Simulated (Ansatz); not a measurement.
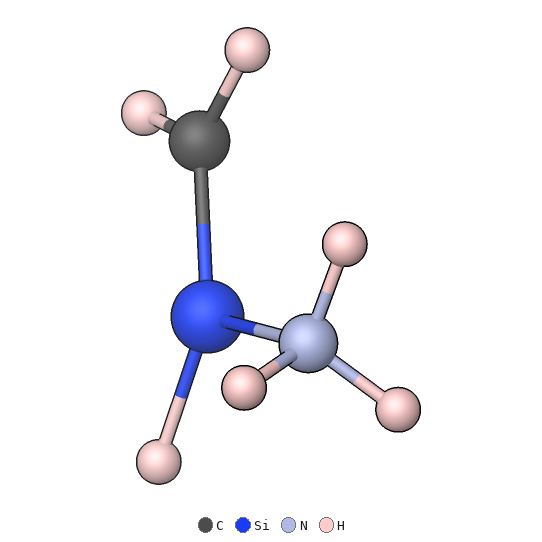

Starting geometry of the run.

Ansatz 0.2.0 input:

```yaml
crystal:
  periodic: [false, false, false]
  atoms:
    - {symbol: C, position_ang: [-0.606270, 0.774020, -1.370709]}
    - {symbol: Si, position_ang: [-0.134612, 0.741748, 0.240693]}
    - {symbol: N, position_ang: [0.491512, -0.934064, 0.817031]}
    - {symbol: H, position_ang: [-0.560901, -0.082275, -2.033963]}
    - {symbol: H, position_ang: [-0.984856, 1.691691, -1.809042]}
    - {symbol: H, position_ang: [-0.053750, 1.646105, 1.391188]}
    - {symbol: H, position_ang: [0.450801, -1.601815, 0.043207]}
    - {symbol: H, position_ang: [-0.063662, -1.326785, 1.581264]}
    - {symbol: H, position_ang: [1.461728, -0.908625, 1.140343]}
basis:
  gaussian: {orbitals: def2-TZVPP}
total_charge: 1
correlation: {method: ccsd_t}
```

It was started with:

```sh
ansatz run in.yaml --threads 2 --pin off --events-out ev --progress --plain --max-ram 4352MiB
```

What the program printed:

```
Functional definition: HF
  name "HF"
  cite "Fock, Z. Phys. 61, 126 (1930) doi:10.1007/BF01340294"
  parent pbe
  exchange = exact_x
  correlation = 0
1076 factors; integrals over basis functions are off by at most 9.9e-4 eV
mean field evaluation 1: about -10456.0219 eV, gradient 5.5e1 eV
mean field evaluation 2: about -10456.0255 eV, gradient 5.5e1 eV
mean field evaluation 4: about -10463.1010 eV, gradient 4.1e0 eV
mean field evaluation 8: about -10463.1978 eV, gradient 5.9e-1 eV
mean field evaluation 16: about -10460.7425 eV, gradient 3.2e1 eV
mean field -10463.20152795 eV, -384.5155639394 hartree, gradient 7.6e-6 eV, S^2 0.000000; 0 other end points of the search recorded, 0 dependent functions left out; unrestricted orbitals would lower it
7 core orbitals not correlated: weight in the atoms' cores, before any rotation towards them, 1.000 or more for the frozen orbitals, at most 0.000 for the correlated occupied ones
reference -10463.20152795 eV, -384.5155639394 hartree; 9, 9 occupied and 172, 172 virtual orbitals, 1076 factors
second order -13.60597666 eV of doubles, -0.00000000 eV of singles
cycle   1  -14.12789808 eV  change   -5.2e-1 eV  update   8.1e-2
cycle   2  -14.50698948 eV  change   -3.8e-1 eV  update   2.8e-2
cycle   3  -14.58001762 eV  change   -7.3e-2 eV  update   1.2e-2
cycle   4  -14.57519882 eV  change    4.8e-3 eV  update   3.6e-3
cycle   5  -14.57566243 eV  change   -4.6e-4 eV  update   1.2e-3
cycle   6  -14.57566339 eV  change   -9.6e-7 eV  update   4.0e-4
cycle   7  -14.57561687 eV  change    4.7e-5 eV  update   1.6e-4
cycle   8  -14.57566413 eV  change   -4.7e-5 eV  update   6.0e-5
cycle   9  -14.57566239 eV  change    1.7e-6 eV  update   2.2e-5
perturbative correction -0.59923766 eV, -0.0220215778 hartree
Total energy: -10478.37642800 eV, -385.0732312302 hartree
```
